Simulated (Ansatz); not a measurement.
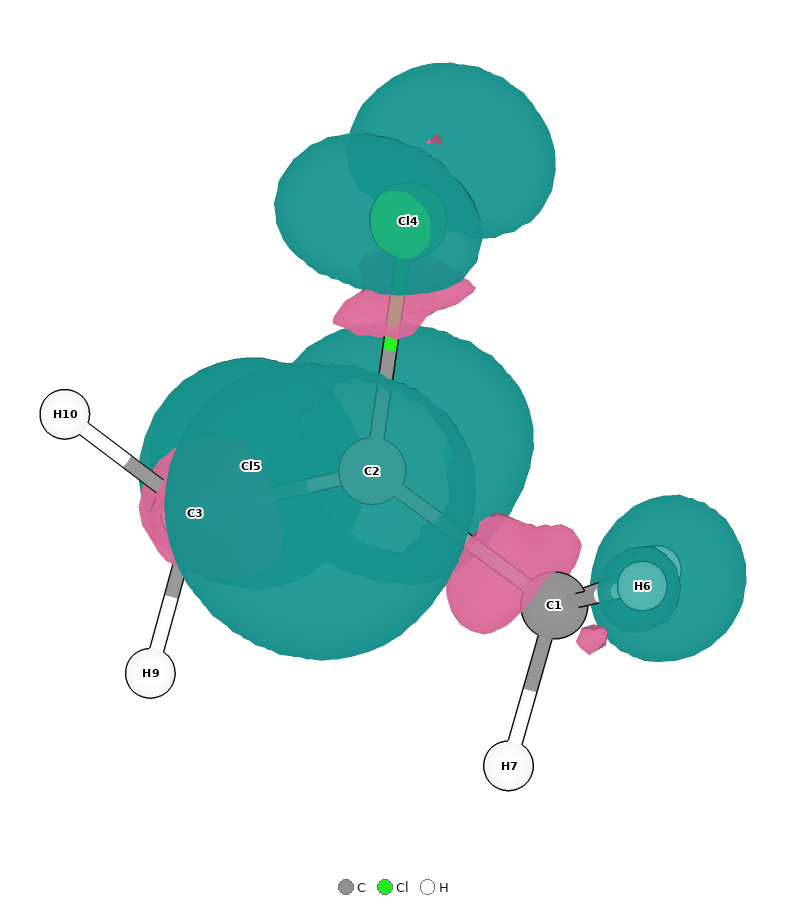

Figure. C3H5Cl2 (SMILES C[C](Cl)CCl) (doublet). Isosurfaces of the spin density at +0.02 (teal) and −0.02 e/Å³ (pink), seen at a tilt.

Geometry: B3LYP-D3(BJ)/def2-SVP.

Theory: isolated molecule in a Gaussian basis; Kohn-Sham density functional theory, functional PBE0 (Ansatz 0.2.0).

```xyz
10

C     0.1227    2.1794   -0.4645
C     1.0396    1.0082   -0.4923
C     2.1717    0.9123   -1.4183
Cl    0.4186   -0.4847    0.1376
Cl    1.5954    0.6185   -3.1703
H    -0.3963    2.2618    0.5021
H     0.6822    3.1089   -0.6537
H    -0.6493    2.0901   -1.2536
H     2.7326    1.8546   -1.4664
H     2.8403    0.0754   -1.1888
```

**Which atoms carry the spin?**

The unpaired spin (1 electron) lies mostly on C2 (about 0.6), Cl4 (about 0.1) and Cl5 (about 0.1), in electrons by Hirshfeld's partition.
